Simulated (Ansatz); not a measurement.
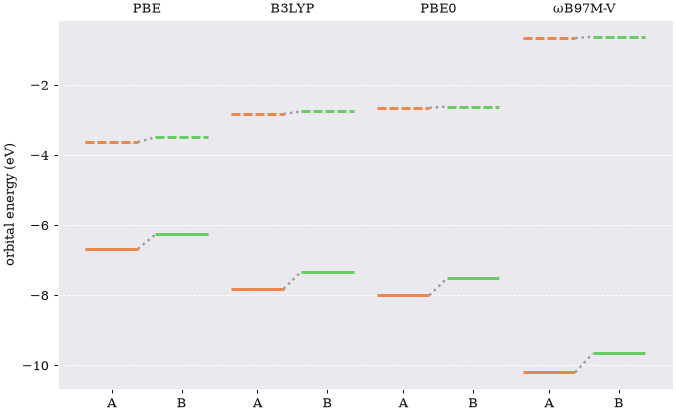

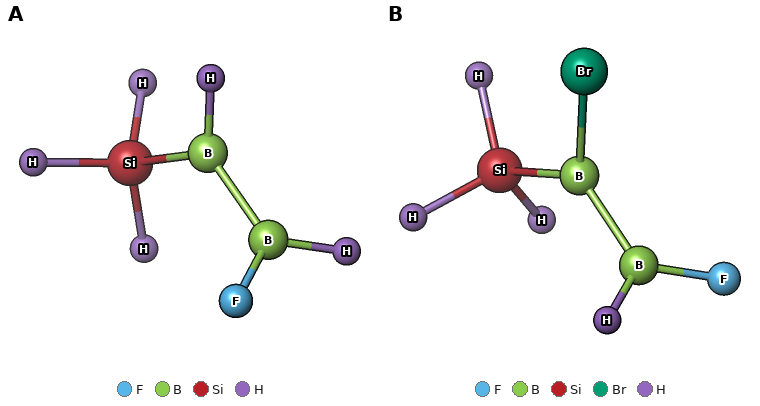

One change: A, B₂SiH₅F (SMILES FBB[SiH3]), becomes B, B₂SiH₄BrF (SMILES FBB([SiH3])Br). H on B is replaced by Br. HOMO (solid) and LUMO (dashed) computed in def2-TZVPP at PBE0-D4/def2-TZVP geometries, both minima by their frequencies, gas phase, the Ansatz code 0.2.0.

Question: What does the change do to HOMO and LUMO?

Answer: PBE: the HOMO rises by 0.41 eV, the LUMO rises by 0.13 eV, and the separation goes from 3.05 to 2.77 eV. B3LYP: the HOMO rises by 0.49 eV, the LUMO rises by 0.07 eV, and the separation goes from 4.99 to 4.57 eV. PBE0: the HOMO rises by 0.48 eV, the LUMO rises by 0.03 eV, and the separation goes from 5.35 to 4.90 eV. ωB97M-V: the HOMO rises by 0.54 eV, the LUMO rises by 0.04 eV, and the separation goes from 9.53 to 9.03 eV.

Question: Do the functionals agree on the effect?

Answer: They agree on the direction for both levels; the HOMO shift lies between 0.41 and 0.54 eV and the LUMO shift between 0.03 and 0.13 eV, while the separations themselves differ by up to 6.5 eV between functionals.

Known limits of this run: one conformer of each flexible molecule.
